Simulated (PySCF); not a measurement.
**BFH₅PSi: NMR shifts at several levels of theory**

Aim: compute the NMR shifts of BFH₅PSi (`FBP[SiH3]`) at several levels, and see how far they spread and what each costs.

Computed with PySCF 2.14.0, with density-fitted response routines of our own, on a single molecule in the gas phase. Atoms count from 0, in the outputs and in this text.

## 1. The starting structure

9 atoms, charge 0, multiplicity 1; geometry from: GFN2-xTB.

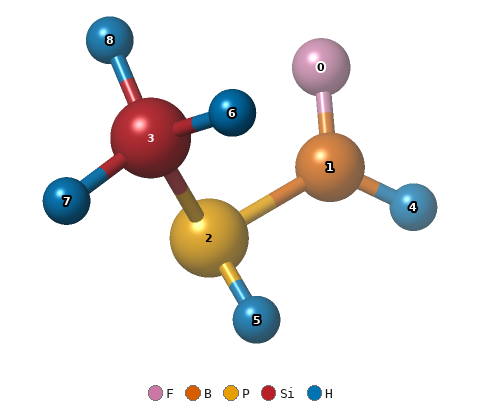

The starting geometry (fluorine pink, boron orange, phosphorus amber, silicon red, hydrogen blue), atoms numbered.

## 2. Optimising the geometry at PBE0-D3(BJ)/def2-SVP

The job: settings as JSON, then the geometry in Å.

```
{"job": {"xc": "PBE0", "basis": "def2-SVP", "d3": "d3bj", "grid": 1, "kind": "geom"}, "charge": 0, "multiplicity": 1}
F      2.128771     0.857005     0.548114
B      1.737211    -0.327244     0.107472
P      0.297582    -0.414880    -1.063519
Si    -1.362904     0.561059     0.065379
H      2.401884    -1.245435     0.412981
H     -0.036824    -1.741570    -0.908230
H     -1.552114     0.028303     1.420103
H     -2.558303     0.303977    -0.736378
H     -1.041741     1.984777     0.128898
```

Output:

```text
step   0  E = -757.91282257  max force = 0.020185
step   1  E = -757.91643855  max force = 0.003913
step   2  E = -757.91653228  max force = 0.000727
step   3  E = -757.91655073  max force = 0.000648
step   4  E = -757.91656223  max force = 0.000905
step   5  E = -757.91656993  max force = 0.000439
optimisation converged
```

It took 14 s on 1 thread, shared host.

The steps of the relaxation:

```
step  energy from step 0 (eV)  largest force component (eV/Å)
   0                   0.0000                          1.0380
   1                  -0.0984                          0.2012
   2                  -0.1009                          0.0374
   3                  -0.1014                          0.0333
   4                  -0.1018                          0.0465
   5                  -0.1020                          0.0226
```

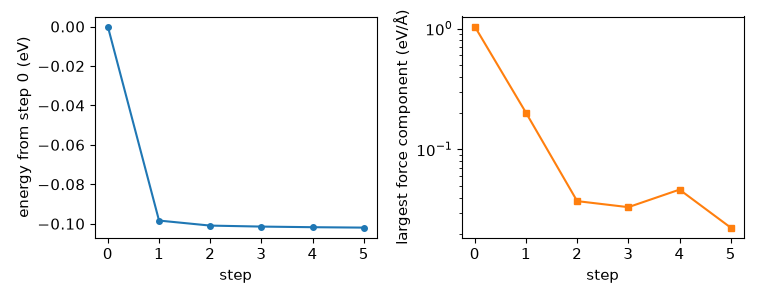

Energy and force, step by step.

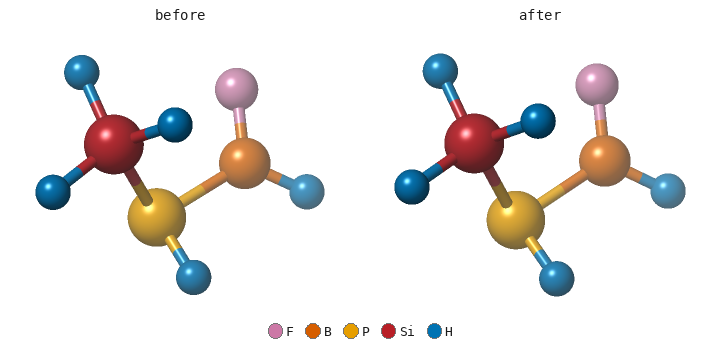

The geometry before (left) and after (right).

Distances of close pairs at the start and the end, largest changes first:

```
  bond  before (Å)  after (Å)  change (Å)
 B1–P2       1.858      1.905      +0.047
 P2–H5       1.377      1.423      +0.046
 B1–H4       1.174      1.210      +0.036
Si3–H7       1.462      1.492      +0.030
Si3–H8       1.461      1.491      +0.030
Si3–H6       1.468      1.494      +0.026
P2–Si3       2.233      2.257      +0.025
 F0–B1       1.323      1.325      +0.003
```

The final coordinates are the input of the step that follows.

```
                         at the end point                value
  point group (found at 0.08 Å tolerance)                   C1
rotational constants (GHz, main isotopes)  6.233, 2.736, 2.034
                        dipole moment (D)                 1.09
```

## 3. NMR shieldings: PBE0/cc-pVDZ

The job: settings as JSON, then the geometry in Å.

```
{"job": {"kind": "nmr", "xc": "PBE0", "basis": "cc-pVDZ", "pop": true}, "charge": 0, "multiplicity": 1}
F      2.104347     0.944406     0.615061
B      1.806207    -0.234165     0.086950
P      0.376148    -0.372700    -1.163326
Si    -1.261610     0.641931     0.012616
H      2.518402    -1.173219     0.361644
H      0.037769    -1.733947    -0.924154
H     -1.394268     0.130385     1.410416
H     -2.552006     0.429251    -0.705749
H     -0.929507     2.094742     0.045148
```

Method: GIAO PBE0/cc-pVDZ NMR shielding, non-relativistic, gas phase.

Output:

```text
coarse grid: 8520 points
cycle   1  E = -758.1611644623  dE =  8.238e-02  |g| = 4.260e-01  |ddm| = 5.202e+00
cycle   2  E = -758.1196662321  dE =  4.150e-02  |g| = 6.731e-01  |ddm| = 1.411e+00
cycle   3  E = -758.1941734856  dE = -7.451e-02  |g| = 3.612e-02  |ddm| = 7.899e-01
cycle   4  E = -758.1944523565  dE = -2.789e-04  |g| = 1.672e-02  |ddm| = 1.246e-01
cycle   5  E = -758.1945561918  dE = -1.038e-04  |g| = 2.190e-03  |ddm| = 5.020e-02
cycle   6  E = -758.1945580007  dE = -1.809e-06  |g| = 5.937e-04  |ddm| = 5.490e-03
final grid: 73528 points
cycle   7  E = -758.2062369872  dE = -1.854e-05  |g| = 2.946e-03  |ddm| = 3.467e-02
cycle   8  E = -758.2062363703  dE =  6.169e-07  |g| = 3.371e-03  |ddm| = 1.401e-02
cycle   9  E = -758.2062395699  dE = -3.200e-06  |g| = 4.618e-04  |ddm| = 7.198e-03
cycle  10  E = -758.2062396102  dE = -4.035e-08  |g| = 1.241e-04  |ddm| = 8.350e-04
cycle  11  E = -758.2062396135  dE = -3.311e-09  |g| = 3.561e-05  |ddm| = 2.542e-04
cycle  12  E = -758.2062396140  dE = -4.595e-10  |g| = 6.524e-06  |ddm| = 7.287e-05
converged SCF energy = -758.2062396140

GIAO shielding tensors (ppm)
atom      isotropic    diamagn.    paramagn.     s11        s22        s33       span
  0 F      174.169     462.306    -288.137    -30.823     37.795    515.535    546.359
  1 B       49.829     195.745    -145.916    -29.347     76.116    102.718    132.064
  2 P      595.736     970.164    -374.429    529.786    566.311    691.109    161.323
  3 Si     489.582     881.806    -392.224    477.897    480.260    510.589     32.691
  4 H       24.593      28.847      -4.254     20.768     23.407     29.604      8.836
  5 H       29.496      30.627      -1.131     24.808     27.212     36.468     11.661
  6 H       27.035      29.693      -2.658     23.292     25.208     32.606      9.313
  7 H       27.279      28.784      -1.505     23.837     25.054     32.945      9.108
  8 H       27.063      29.283      -2.220     23.904     25.013     32.271      8.368
```

It took 5.1 s on 1 thread, shared host.

Shifts follow as δ = σ(reference) − σ, with reference shieldings (ppm) from runs at the same level and on the same kind of geometry: 1H TMS 31.29, 29Si TMS 418.6, 19F CFCl3 200.9, 31P H3PO4 389.4, 11B BF3·OEt2 113.8. The references are single molecules in the gas phase, so shifts against H2O, NH3, PH3, H3PO4 or CFCl3 are not on the usual liquid scales and can be off by tens of ppm. Atoms listed in one row are averaged.

```
     atoms                               environment  σ (ppm)  δ (ppm)
        H4        hydrogen on a boron bonded to F, P    24.59     6.70
H6, H7, H8         hydrogen on a silicon bonded to P    27.13     4.16
        H5  hydrogen on a phosphorus bonded to B, Si    29.50     1.79
        F0                      fluorine bonded to B    174.2     26.8
        B1                   boron bonded to F, P, H     49.8     64.0
        P2             phosphorus bonded to B, Si, H    595.7   -206.3
       Si3                  silicon bonded to P, 3 H    489.6    -71.0
```

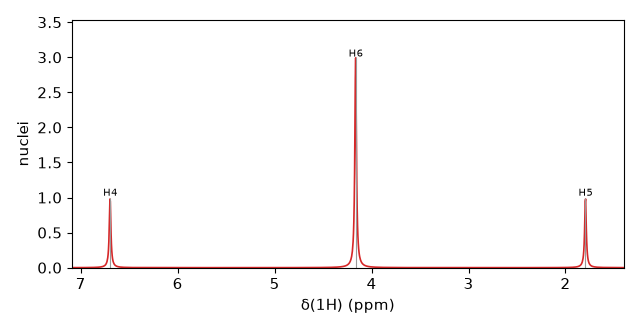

1H lines at the computed shifts, without couplings. Lines are broadened to a width of 0.02 ppm (Lorentzian).

Charges from the same density, by scheme (e):

```
atoms  Mulliken    IAO  Hirshfeld  ESP fit
   F0     -0.09  -0.29      -0.10    -0.20
   B1      0.19   0.21       0.15     0.42
   P2     -0.17  -0.06      -0.04    -0.30
  Si3      0.14   0.40       0.26     0.20
```

ESP fit charges:

```
atom  value (e)
  F0      -0.20
  B1       0.42
  P2      -0.30
 Si3       0.20
  H4      -0.12
  H5       0.10
  H6      -0.06
  H7      -0.03
  H8      -0.02
```

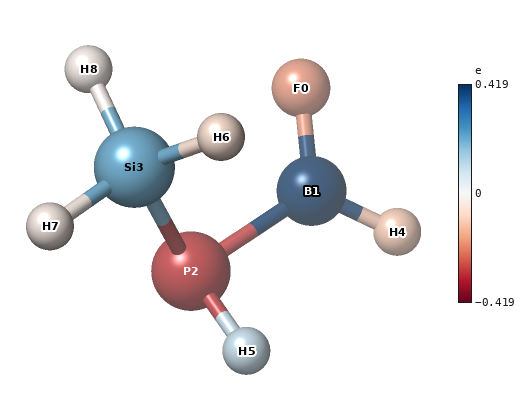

ESP fit charges, as colours on the atoms.

Mayer bond orders: F0–B1 1.39, B1–P2 1.14, P2–Si3 1.02.

## 4. Nuclear shieldings: PBE0/cc-pVTZ

The job, as its differences from that of step 3:

```diff
@@ -1,2 +1,2 @@
-{"job": {"kind": "nmr", "xc": "PBE0", "basis": "cc-pVDZ", "pop": true}, "charge": 0, "multiplicity": 1}
+{"job": {"kind": "nmr", "xc": "PBE0", "basis": "cc-pVTZ", "pop": true}, "charge": 0, "multiplicity": 1}
 F      2.104347     0.944406     0.615061
```

With the program's defaults for keys left out, this is: GIAO PBE0/cc-pVTZ NMR shielding, non-relativistic, gas phase.

Output:

```text
coarse grid: 8520 points
cycle   1  E = -758.2352978764  dE =  4.784e-02  |g| = 4.438e-01  |ddm| = 5.299e+00
cycle   2  E = -758.1940383766  dE =  4.126e-02  |g| = 7.083e-01  |ddm| = 1.250e+00
cycle   3  E = -758.2674482742  dE = -7.341e-02  |g| = 3.848e-02  |ddm| = 7.129e-01
cycle   4  E = -758.2676969658  dE = -2.487e-04  |g| = 1.939e-02  |ddm| = 9.392e-02
cycle   5  E = -758.2678078257  dE = -1.109e-04  |g| = 2.988e-03  |ddm| = 3.826e-02
cycle   6  E = -758.2678105122  dE = -2.687e-06  |g| = 7.471e-04  |ddm| = 6.088e-03
final grid: 73528 points
cycle   7  E = -758.2790729764  dE = -5.915e-05  |g| = 4.220e-03  |ddm| = 5.494e-02
cycle   8  E = -758.2790716051  dE =  1.371e-06  |g| = 4.751e-03  |ddm| = 1.296e-02
cycle   9  E = -758.2790766414  dE = -5.036e-06  |g| = 7.664e-04  |ddm| = 7.394e-03
cycle  10  E = -758.2790767331  dE = -9.173e-08  |g| = 1.886e-04  |ddm| = 9.522e-04
cycle  11  E = -758.2790767404  dE = -7.244e-09  |g| = 6.342e-05  |ddm| = 3.734e-04
cycle  12  E = -758.2790767417  dE = -1.365e-09  |g| = 1.165e-05  |ddm| = 1.025e-04
cycle  13  E = -758.2790767418  dE = -4.343e-11  |g| = 2.089e-06  |ddm| = 2.373e-05
converged SCF energy = -758.2790767418

GIAO shielding tensors (ppm)
atom      isotropic    diamagn.    paramagn.     s11        s22        s33       span
  0 F      168.387     468.374    -299.988    -34.687     35.350    504.497    539.184
  1 B       38.138     192.200    -154.062    -41.070     65.200     90.284    131.354
  2 P      559.745     971.819    -412.073    483.823    532.185    663.228    179.406
  3 Si     437.847     885.196    -447.349    422.766    429.063    461.712     38.946
  4 H       24.546      28.204      -3.658     20.885     23.371     29.382      8.497
  5 H       29.234      30.492      -1.258     24.608     26.970     36.124     11.517
  6 H       26.906      29.568      -2.662     23.354     25.121     32.242      8.888
  7 H       27.205      28.636      -1.430     23.937     25.084     32.596      8.659
  8 H       27.005      29.257      -2.252     24.074     25.095     31.845      7.771
```

It took 15 s on 1 thread, shared host.

In short: δ F0 14.2, B1 64.6, P2 -240.0, Si3 -77.9, H4 6.74, H6 4.25 ppm (means over like atoms).

## 5. Shielding tensors: PBE0/aug-cc-pVDZ

The job, as its differences from that of step 4:

```diff
@@ -1,2 +1,2 @@
-{"job": {"kind": "nmr", "xc": "PBE0", "basis": "cc-pVTZ", "pop": true}, "charge": 0, "multiplicity": 1}
+{"job": {"kind": "nmr", "xc": "PBE0", "basis": "aug-cc-pVDZ", "pop": true}, "charge": 0, "multiplicity": 1}
 F      2.104347     0.944406     0.615061
```

Level: GIAO PBE0/aug-cc-pVDZ NMR shielding, non-relativistic, gas phase.

Output:

```text
coarse grid: 8520 points
cycle   1  E = -758.1770907188  dE =  7.982e-02  |g| = 3.883e-01  |ddm| = 6.384e+00
cycle   2  E = -758.1426282852  dE =  3.446e-02  |g| = 6.178e-01  |ddm| = 1.398e+00
cycle   3  E = -758.2051376480  dE = -6.251e-02  |g| = 3.321e-02  |ddm| = 7.051e-01
cycle   4  E = -758.2053571229  dE = -2.195e-04  |g| = 1.618e-02  |ddm| = 1.237e-01
cycle   5  E = -758.2054514100  dE = -9.429e-05  |g| = 2.530e-03  |ddm| = 4.937e-02
cycle   6  E = -758.2054538550  dE = -2.445e-06  |g| = 6.078e-04  |ddm| = 6.998e-03
final grid: 73528 points
cycle   7  E = -758.2171494670  dE = -2.054e-05  |g| = 2.952e-03  |ddm| = 8.498e-02
cycle   8  E = -758.2171486762  dE =  7.908e-07  |g| = 3.490e-03  |ddm| = 1.562e-02
cycle   9  E = -758.2171519995  dE = -3.323e-06  |g| = 4.953e-04  |ddm| = 7.541e-03
cycle  10  E = -758.2171520450  dE = -4.555e-08  |g| = 1.248e-04  |ddm| = 9.157e-04
cycle  11  E = -758.2171520485  dE = -3.495e-09  |g| = 3.950e-05  |ddm| = 2.818e-04
cycle  12  E = -758.2171520491  dE = -5.596e-10  |g| = 7.071e-06  |ddm| = 8.872e-05
converged SCF energy = -758.2171520491

GIAO shielding tensors (ppm)
atom      isotropic    diamagn.    paramagn.     s11        s22        s33       span
  0 F      185.430     457.104    -271.674     -3.784     55.779    504.295    508.080
  1 B       48.488     213.860    -165.372    -30.227     76.185     99.506    129.732
  2 P      597.051     969.371    -372.320    523.330    574.310    693.514    170.184
  3 Si     497.006     894.255    -397.248    481.255    488.069    521.694     40.439
  4 H       24.310      25.234      -0.924     20.475     23.190     29.266      8.790
  5 H       29.275      30.050      -0.775     24.571     27.099     36.156     11.585
  6 H       26.889      30.698      -3.809     23.238     25.010     32.418      9.180
  7 H       27.208      29.045      -1.837     23.818     25.027     32.779      8.962
  8 H       27.008      29.642      -2.634     23.940     25.052     32.032      8.092
```

It took 9.6 s on 1 thread, shared host.

This run: δ F0 8.7, B1 61.7, P2 -225.0, Si3 -80.3, H4 7.08, H6 4.36 ppm (means over like atoms).

## 6. Shielding tensors: PBE0/IGLO-III

The job, as its differences from that of step 5:

```diff
@@ -1,2 +1,2 @@
-{"job": {"kind": "nmr", "xc": "PBE0", "basis": "aug-cc-pVDZ", "pop": true}, "charge": 0, "multiplicity": 1}
+{"job": {"kind": "nmr", "xc": "PBE0", "basis": "IGLO-III", "pop": true}, "charge": 0, "multiplicity": 1}
 F      2.104347     0.944406     0.615061
```

With the program's defaults for keys left out, this is: GIAO PBE0/IGLO-III NMR shielding, non-relativistic, gas phase.

Output:

```text
coarse grid: 8520 points
cycle   1  E = -758.2379431516  dE =  1.046e-02  |g| = 4.731e-01  |ddm| = 2.066e+00
cycle   2  E = -758.1942250700  dE =  4.372e-02  |g| = 7.265e-01  |ddm| = 4.343e-01
cycle   3  E = -758.2706502957  dE = -7.643e-02  |g| = 5.589e-02  |ddm| = 2.517e-01
cycle   4  E = -758.2710843319  dE = -4.340e-04  |g| = 1.966e-02  |ddm| = 5.015e-02
cycle   5  E = -758.2711799805  dE = -9.565e-05  |g| = 4.695e-03  |ddm| = 2.160e-02
cycle   6  E = -758.2711851792  dE = -5.199e-06  |g| = 7.653e-04  |ddm| = 4.675e-03
final grid: 73528 points
cycle   7  E = -758.2808410441  dE = -6.572e-05  |g| = 4.799e-03  |ddm| = 2.859e-02
cycle   8  E = -758.2808397182  dE =  1.326e-06  |g| = 4.953e-03  |ddm| = 5.900e-03
cycle   9  E = -758.2808441096  dE = -4.391e-06  |g| = 1.061e-03  |ddm| = 3.505e-03
cycle  10  E = -758.2808442792  dE = -1.695e-07  |g| = 2.335e-04  |ddm| = 4.489e-04
cycle  11  E = -758.2808442873  dE = -8.113e-09  |g| = 8.916e-05  |ddm| = 2.107e-04
cycle  12  E = -758.2808442896  dE = -2.311e-09  |g| = 1.182e-05  |ddm| = 7.442e-05
cycle  13  E = -758.2808442896  dE = -3.661e-11  |g| = 2.309e-06  |ddm| = 1.263e-05
converged SCF energy = -758.2808442896

GIAO shielding tensors (ppm)
atom      isotropic    diamagn.    paramagn.     s11        s22        s33       span
  0 F      165.276     470.087    -304.811    -36.878     28.838    503.868    540.747
  1 B       31.452     191.054    -159.602    -52.075     60.547     85.883    137.958
  2 P      545.059     971.448    -426.389    472.027    512.617    650.534    178.507
  3 Si     429.726     885.041    -455.316    416.111    420.426    452.639     36.529
  4 H       24.512      28.231      -3.719     20.858     23.391     29.288      8.431
  5 H       29.203      31.125      -1.922     24.564     26.936     36.109     11.545
  6 H       26.866      29.408      -2.542     23.410     25.090     32.100      8.691
  7 H       27.191      28.656      -1.465     24.001     25.096     32.477      8.476
  8 H       26.992      29.134      -2.142     24.116     25.177     31.683      7.567
```

Run time: 20 s. Hardware: 1 thread, shared host.

In short: δ F0 9.4, B1 68.5, P2 -238.3, Si3 -84.4, H4 6.86, H6 4.36 ppm (means over like atoms).

## 7. NMR shieldings: PBE0/pcSseg-0

The job, as its differences from that of step 6:

```diff
@@ -1,2 +1,2 @@
-{"job": {"kind": "nmr", "xc": "PBE0", "basis": "IGLO-III", "pop": true}, "charge": 0, "multiplicity": 1}
+{"job": {"kind": "nmr", "xc": "PBE0", "basis": "pcSseg-0", "pop": true}, "charge": 0, "multiplicity": 1}
 F      2.104347     0.944406     0.615061
```

Method: GIAO PBE0/pcSseg-0 NMR shielding, non-relativistic, gas phase.

Output:

```text
coarse grid: 8520 points
cycle   1  E = -757.0735128305  dE =  2.722e-02  |g| = 3.921e-01  |ddm| = 2.755e+00
cycle   2  E = -757.0460169141  dE =  2.750e-02  |g| = 6.075e-01  |ddm| = 1.111e+00
cycle   3  E = -757.1069558403  dE = -6.094e-02  |g| = 4.265e-02  |ddm| = 6.234e-01
cycle   4  E = -757.1074375225  dE = -4.817e-04  |g| = 1.743e-02  |ddm| = 9.152e-02
cycle   5  E = -757.1075312387  dE = -9.372e-05  |g| = 3.341e-03  |ddm| = 3.300e-02
cycle   6  E = -757.1075350080  dE = -3.769e-06  |g| = 7.439e-04  |ddm| = 7.793e-03
final grid: 73528 points
cycle   7  E = -757.1566977635  dE = -6.345e-06  |g| = 4.925e-03  |ddm| = 1.697e-02
cycle   8  E = -757.1566934235  dE =  4.340e-06  |g| = 7.094e-03  |ddm| = 1.240e-02
cycle   9  E = -757.1567018724  dE = -8.449e-06  |g| = 3.061e-04  |ddm| = 7.459e-03
cycle  10  E = -757.1567018921  dE = -1.972e-08  |g| = 7.956e-05  |ddm| = 4.457e-04
cycle  11  E = -757.1567018946  dE = -2.472e-09  |g| = 1.946e-05  |ddm| = 1.925e-04
cycle  12  E = -757.1567018947  dE = -1.460e-10  |g| = 4.095e-06  |ddm| = 4.269e-05
converged SCF energy = -757.1567018947

GIAO shielding tensors (ppm)
atom      isotropic    diamagn.    paramagn.     s11        s22        s33       span
  0 F      127.566     470.811    -343.245   -104.675    -51.417    538.790    643.465
  1 B       31.867     191.024    -159.157    -54.888     61.550     88.939    143.826
  2 P      617.941     967.612    -349.671    529.663    588.556    735.603    205.940
  3 Si     471.815     880.302    -408.487    442.731    454.952    517.761     75.031
  4 H       25.313      27.635      -2.322     21.655     24.358     29.926      8.272
  5 H       31.163      31.639      -0.475     26.086     28.444     38.960     12.873
  6 H       28.917      28.942      -0.025     24.865     27.273     34.612      9.748
  7 H       28.854      29.090      -0.236     24.944     26.574     35.043     10.099
  8 H       28.586      29.073      -0.487     24.935     26.650     34.174      9.239
```

Wall time 3.2 s (1 thread, shared host).

In short: δ F0 50.8, B1 73.0, P2 -336.5, Si3 -123.3, H4 7.52, H6 4.05 ppm (means over like atoms).

## 8. Side by side: NMR shifts

Shifts (ppm), means over like atoms, with basis size and wall time:

```
             run    H4    H6    H5    F0    B1      P2     Si3  functions   time
    PBE0/cc-pVDZ  6.70  4.16  1.79  26.8  64.0  -206.3   -71.0         89  5.1 s
    PBE0/cc-pVTZ  6.74  4.25  2.06  14.2  64.6  -240.0   -77.9        198   15 s
PBE0/aug-cc-pVDZ  7.08  4.36  2.12   8.7  61.7  -225.0   -80.3        145  9.6 s
   PBE0/IGLO-III  6.86  4.36  2.17   9.4  68.5  -238.3   -84.4        208   20 s
   PBE0/pcSseg-0  7.52  4.05  1.67  50.8  73.0  -336.5  -123.3         54  3.2 s
```

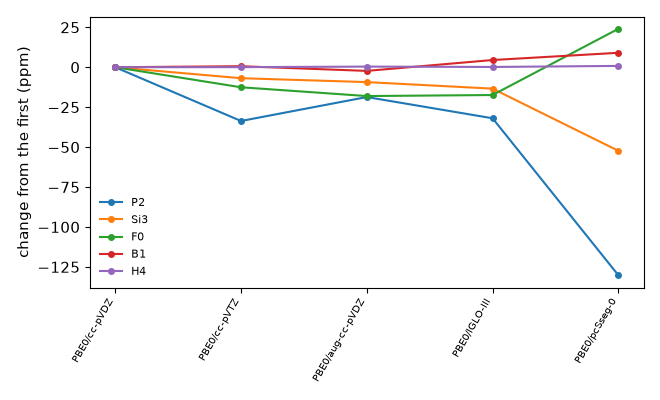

How five of the tabulated atoms move from run to run.

## 9. Summary of results

| quantity | value |
| --- | --- |
| point group | C1 |
| rotational constants (main isotopes) | 6.23, 2.74, 2.03 GHz |
| 1H shifts against TMS (PBE0/cc-pVDZ, means over atoms taken as alike) | 6.70, 4.16, 1.79 ppm |
| 19F shifts against CFCl3 (PBE0/cc-pVDZ) | 26.8 ppm |
| 11B shifts against BF3·OEt2 (PBE0/cc-pVDZ) | 64.0 ppm |
| 31P shifts against H3PO4 (PBE0/cc-pVDZ) | -206.3 ppm |
| 29Si shifts against TMS (PBE0/cc-pVDZ) | -71.0 ppm |
| range of the shift of P2 | -336.5 to -206.3 ppm |

What this shows: Single values in the summary come from the first run of each kind that ended normally (PBE0/cc-pVDZ), which need not be the best level. Over 5 steps the energy fell by 0.102 eV; of the close pairs, B1–P2 changed most, 1.858 to 1.905 Å. No frequency check was run at this level, so the end point may be a saddle. At PBE0/cc-pVDZ: The largest span, 546 ppm, is at F0, where the paramagnetic term is -288 ppm. Across the 5 runs the shift of P2 moves most, between -336.5 (PBE0/pcSseg-0) and -206.3 ppm (PBE0/cc-pVDZ). Most of that comes from the computed reference, not from the atom's own shielding.
